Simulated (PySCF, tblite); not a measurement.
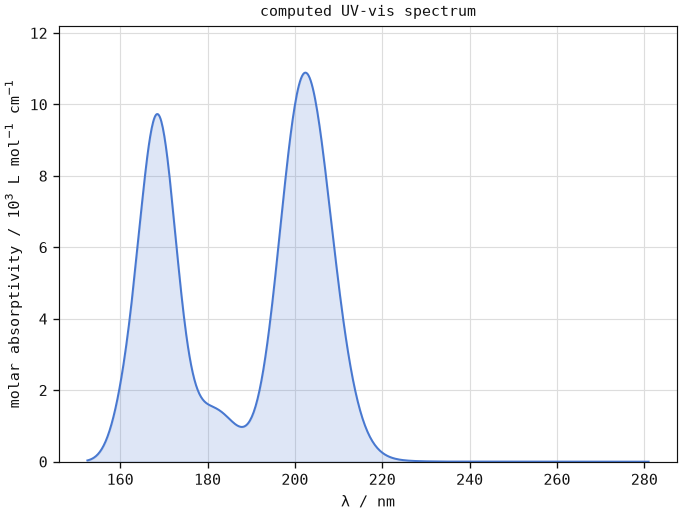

Computed absorption of C₂H₉BSSi, SMILES CCBS[SiH3]. Vertical TDDFT excitations, CAM-B3LYP/def2-SVPD, PySCF, at a GFN2-xTB geometry (a minimum by its frequencies), gas phase. Only the first 8 singlet excitations are included; each is broadened by a Gaussian of 1/e half-width 0.25 eV.

**Which of the computed transitions is the brightest, and what character does the calculation give it?**

S2 at 6.13 eV (202 nm), f = 0.168, mainly HOMO → LUMO (95 %).

**Where is the maximum of the broadened curve, and how high is it?**

At about 6.1 eV (202 nm), with ε near 11000 L mol⁻¹ cm⁻¹.

**Does any vertical transition fall in the visible?**

No singlet lies below 3.1 eV (beyond 400 nm), so at this level no vertical transition falls in the visible.

Caveats: the tight-binding geometry is rougher than a DFT one and adds to the error; one conformer of a flexible molecule; core orbitals are frozen in the response.
